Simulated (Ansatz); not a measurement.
# Calculations on SnHCl$_{4}$F

Part 1: Relaxation

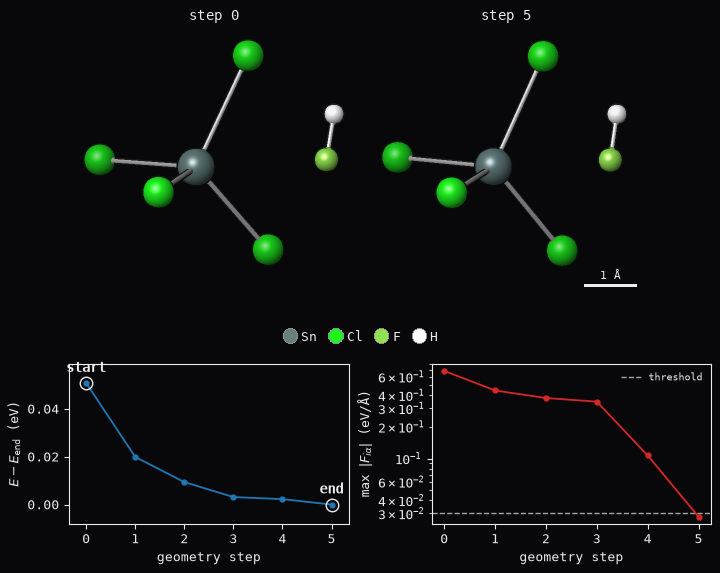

First and last geometry of a relaxation of SnHCl4F, with the history of the run. A ball-and-stick model, seen from a free direction.

The run prepares an end point of a later path (reaction) calculation, from a guessed geometry.

Computed with RKS PBE0-D4/def2-SVP (Ansatz 0.2.0). Settings: no spin polarisation; force threshold 0.03 eV/Å; at most 50 steps.

What do the curves and the structures tell?

It converged. The largest move after the best rigid fit is that of the H atom, 0.22 Å. Largest moves by element: H 0.22 Å, F 0.19 Å, Cl 0.13 Å, Sn 0.13 Å. Among the contacts that change: F–Sn 3.066 → 2.748 Å, Cl–Sn 2.388 → 2.352 Å, F–H 0.924 → 0.932 Å, Cl–Sn 2.319 → 2.323 Å. Bond angles that change, for instance: Cl–Sn–Cl 105.4° → 103.3°. The energy falls by 0.051 eV in 5 geometry steps. The largest force component goes from 0.68 to 0.028 eV/Å.

```
step  E − E(0), eV  largest force component, eV/Å
   0        0.0000                         0.6845
   1       -0.0309                         0.4453
   2       -0.0414                         0.3774
   3       -0.0477                         0.3486
   4       -0.0486                         0.1071
   5       -0.0508                         0.0280
```

Limits of the set-up: the start holds two separate molecules, 2.6 Å apart at their closest, whose relative position is a soft coordinate.

Part 2: Relaxation

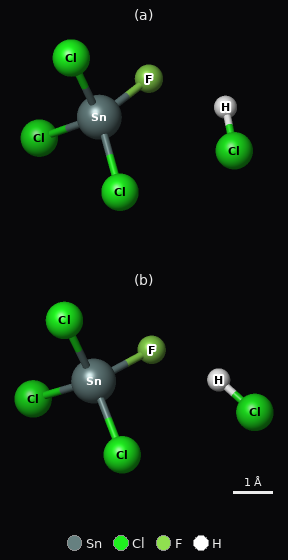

The structure of SnHCl$_{4}$F before (top) and after (bottom) a relaxation, at one scale.

A ball-and-stick model, seen at a tilt.

The run prepares an end point of a later path (reaction) calculation, from a guessed geometry.

Level of theory: RKS PBE0-D4/def2-SVP (Ansatz). (no spin polarisation; force threshold 0.03 eV/Å; at most 50 steps)

Summarise the run.

Answer. The energy falls by 0.141 eV in 6 geometry steps. Largest force component: 1.2 eV/Å at the start, 0.03 eV/Å at the end. A Cl atom moves most after the best rigid fit: 0.57 Å. By element the largest moves are Cl 0.57 Å, H 0.32 Å, F 0.19 Å, Sn 0.15 Å. Some distances before and after: Cl–H 1.331 → 1.293 Å, F–Sn 1.898 → 1.935 Å, Cl–Sn 2.307 → 2.300 Å. Among the angles between lasting bonds that change: Cl–Sn–F 122.4° → 108.2°, Cl–Sn–Cl 107.5° → 111.9°, Cl–Sn–F 102.5° → 106.2°. The run took 20 s on 4 threads of Arm Neoverse V1 (shared host), peak memory 0.34 GiB.

Part 3: Path

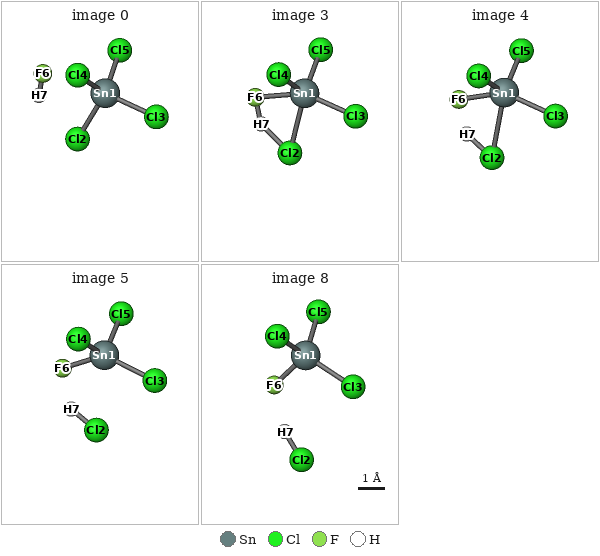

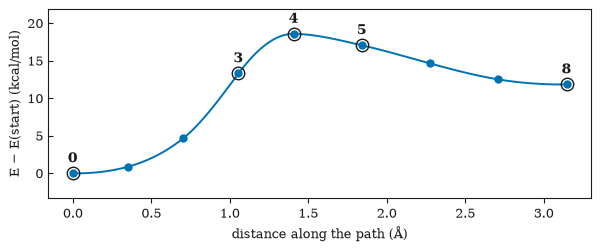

NEB run on SnHCl$_{4}$F, made up at the start of SnCl₄ and HF. Images are numbered from 0 (start) to 8 (end). The picture is a ball-and-stick view, seen at a tilt.

All numbers below come from RKS PBE0-D4/def2-SVP (Ansatz). Settings: 7 movable images; climbing image; force threshold 0.05 eV/Å; iteration limit 60; starting path through a guess of the saddle point.

### Read off the barrier and say what moves.

Breaking: F6–H7 (0.93 → 1.41 at the top → 1.90 Å), Sn1–Cl2 (2.35 → 2.78 at the top → 4.29 Å). Forming: Cl2–H7 (2.31 → 1.38 at the top → 1.29 Å), Sn1–F6 (2.75 → 2.03 at the top → 1.94 Å). The energy climbs by 18.6 kcal/mol to image 4 and then falls by 6.7 kcal/mol, so the end point sits at +11.8 kcal/mol. The band converged in 11 iterations. The largest component of the band force went from 4.6 to 0.012 eV/Å. The climbing image converged on the top of the path. Its vibrational analysis gives 2 imaginary modes over 30i cm⁻¹, so it isn't confirmed as a transition state.

Limits of the set-up: the start holds two separate molecules, 2.3 Å apart at their closest, whose relative position is a soft coordinate.

Cost: 3.5 min on 4 threads of Arm Neoverse V1, with other jobs on the host, peak memory 0.37 GiB.
